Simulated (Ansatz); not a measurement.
# Li+ FSI- in tetrahydrofuran and dimethoxyethane and dimethyl sulfoxide: a series in temperature

How do cells made at different temperatures differ in energy, pressure, forces, levels, charges and cost?

Computed with Ansatz 0.2.0: Kohn-Sham DFT, PBE+D3(BJ), PAW (set soft_2). Every run is a single point, with the atoms held where the recipe put them (cutoff of the plane-wave runs 420 eV, fixed occupations).

First member: 3 tetrahydrofuran, 4 dimethoxyethane, 4 dimethyl sulfoxide, 5 Li+, 5 FSI- placed at random, at 1.32 g/cm³; overlaps pushed apart, then 10 ps at 550 K with Joung-Cheatham ions (J. Phys. Chem. B 112, 9020 (2008)); MMFF94 bonds, angles, torsions, charges and radii (Halgren, J. Comput. Chem. 17, 490 (1996)) in harmonic and 12-6 forms; charges of ions scaled by 0.8. Snapshot after 30 ps at 310 K and fixed volume.

Last member: 3 tetrahydrofuran, 4 dimethoxyethane, 4 dimethyl sulfoxide, 5 Li+, 5 FSI- placed at random, at 1.13 g/cm³; overlaps pushed apart, then 10 ps at 550 K with Joung-Cheatham ions (J. Phys. Chem. B 112, 9020 (2008)); MMFF94 bonds, angles, torsions, charges and radii (Halgren, J. Comput. Chem. 17, 490 (1996)) in harmonic and 12-6 forms; charges of ions scaled by 0.8. Snapshot after 30 ps at 490 K and fixed volume.

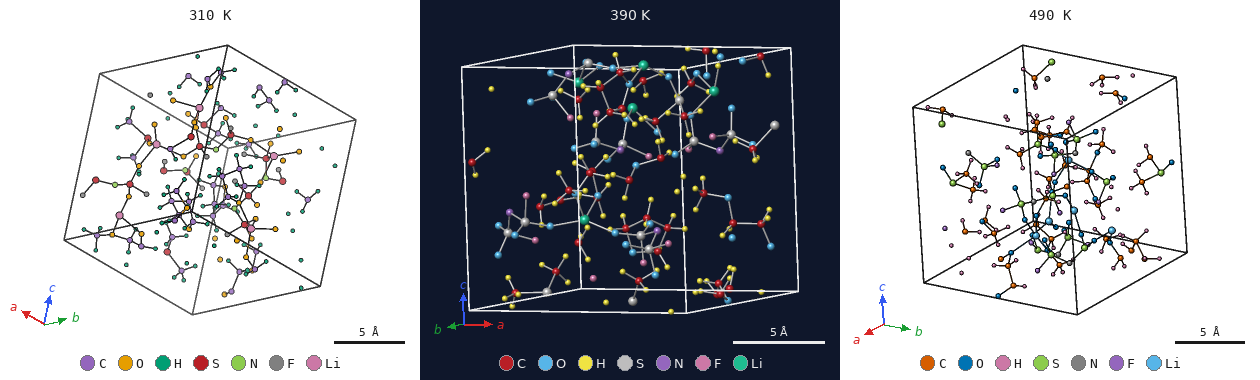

Three members of the series, labelled by temperature. Bonds to atoms that aren't drawn are left out. Some periodic images of atoms are drawn too.

The members:

| temperature (K) | reduced formula | atoms | valence electrons | k-mesh | basis | density (g/cm³) |
| --- | --- | --- | --- | --- | --- | --- |
| 310 | Li5H88C36S14N5O35F10 | 193 | 636 | 1×1×1 | plane waves | 1.32 |
| 350 | Li5H88C36S14N5O35F10 | 193 | 636 | 1×1×1 | plane waves | 1.27 |
| 390 | Li5H88C36S14N5O35F10 | 193 | 636 | 1×1×1 | plane waves | 1.23 |
| 430 | Li5H88C36S14N5O35F10 | 193 | 636 | 1×1×1 | plane waves | 1.19 |
| 490 | Li5H88C36S14N5O35F10 | 193 | 636 | 1×1×1 | plane waves | 1.13 |

Each cell is one sample from a classical run, so sample-to-sample scatter enters every column; pressures lack the kinetic term, and hold the strain of bonds inside molecules, whose lengths the classical model set.

The input of the first member, without its atom lines; other members have their own cell and atoms, and may differ in mesh, basis and outputs:

```yaml
crystal:
  lattice:
    - [13.20451, 0.0, 0.0]
    - [0.0, 13.20451, 0.0]
    - [0.0, 0.0, 13.20451]
  atoms:
    [... 193 lines ...]
kpoints:
  mp_grid: { grid: [1, 1, 1] }
hamiltonian:
  xc: pbe
  dispersion: d3bj
scf:
  occupations: { method: fixed }
output:
  forces: true
  stress: true
  populations: true
  dos:
    method: { smearing: { sigma: 0.08 } }
    de: 0.1
    projected: { site_lists: { C: [C], F: [F], H: [H], Li: [Li], "N": ["N"] } }
  eigenvalues: true
  write_density: true
  write_potential: true
  volumetric_format: npy
```

Predict the trends along the series.

Results; charges are mean Löwdin charges in e:

| temperature (K) | energy less the first member's (meV/atom) | pressure (GPa) | r.m.s. force (eV/Å) | gap (eV) | q(S) | q(N) | q(F) |
| --- | --- | --- | --- | --- | --- | --- | --- |
| 310 | 0.0 | 1.71 | 1.03 | 3.33 | +2.07 | -0.82 | -0.40 |
| 350 | 9.3 | 1.67 | 1.08 | 3.85 | +2.07 | -0.82 | -0.39 |
| 390 | 13.6 | 1.59 | 1.13 | 3.47 | +2.06 | -0.82 | -0.41 |
| 430 | 18.6 | 1.71 | 1.17 | 2.79 | +2.06 | -0.82 | -0.40 |
| 490 | 23.8 | 2.07 | 1.15 | 3.91 | +2.09 | -0.83 | -0.40 |

The gap is that between the highest filled and lowest empty Kohn-Sham level on the run's k-points, and semilocal functionals tend to put gaps under measured ones. The projection misses up to 0.057 e an atom, so the charges add up to more than the cell's charge.

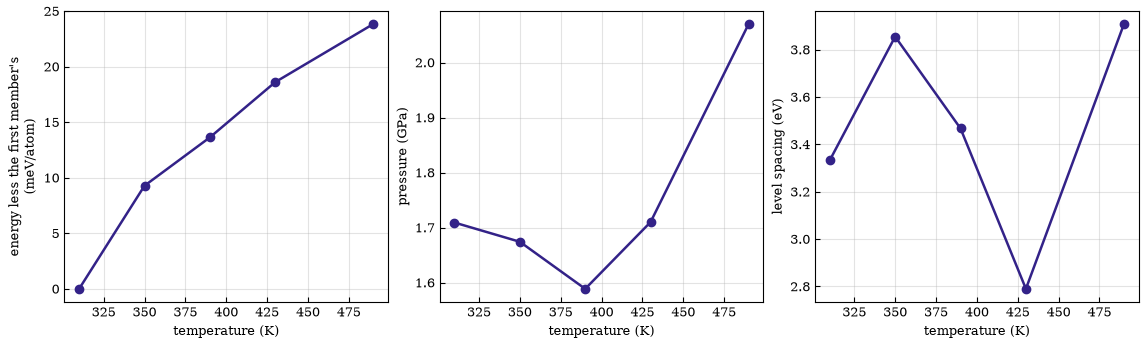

Results against temperature.

Cost on 8 threads of Arm Neoverse V2, shared host:

| temperature (K) | atoms | basis | k-mesh | SCF cycles | time | host memory (GiB) |
| --- | --- | --- | --- | --- | --- | --- |
| 310 | 193 | plane waves | 1×1×1 | 11 | 27 s | 3.4 |
| 350 | 193 | plane waves | 1×1×1 | 11 | 28 s | 3.5 |
| 390 | 193 | plane waves | 1×1×1 | 12 | 29 s | 3.6 |
| 430 | 193 | plane waves | 1×1×1 | 12 | 32 s | 3.7 |
| 490 | 193 | plane waves | 1×1×1 | 11 | 31 s | 3.9 |

Times include the outputs that each run asked for, on hosts shared with other jobs.

What the series shows: The energy against the first member goes steadily from 0.0 meV/atom at 310 to 23.8 meV/atom at 490 K; each member is a single configuration. The gap is lowest at 430 K (2.79 eV) and highest at 490 K (3.91 eV), with no steady trend; in single samples it varies with the configuration. The mean charge on S lies between +2.06 and +2.09 e, with no steady trend. The density spans 1.13 to 1.32 g/cm³, so the columns mix its effect with that of the temperature. The pressure is lowest at 390 K (1.6 GPa) and highest at 490 K (2.1 GPa); the recipes set unlike densities, and the bond lengths of the classical model enter the pressure too.

Caveats: The network of contacts between molecules at the start is that of the classical potential that made the cell, and needn't be the one that DFT or experiment would give. The cells aren't relaxed by DFT, which could reorder their energies.

[Logs are printed without paths, hosts, clocks, repeated set-up lines and the standing remarks that a program may print on its own settings, such as how far it seeks lower states.]

[Hosts, paths, dates, database ids (printed as entryN), source tags and the programs' standing remarks are cut or masked in the printed files.]

[The MMFF94 radii named for the starting cell were scaled by 0.96; in molecules described by MMFF94, hydrogen bound to N, O or S took a small fixed 12-6 site in their place.]
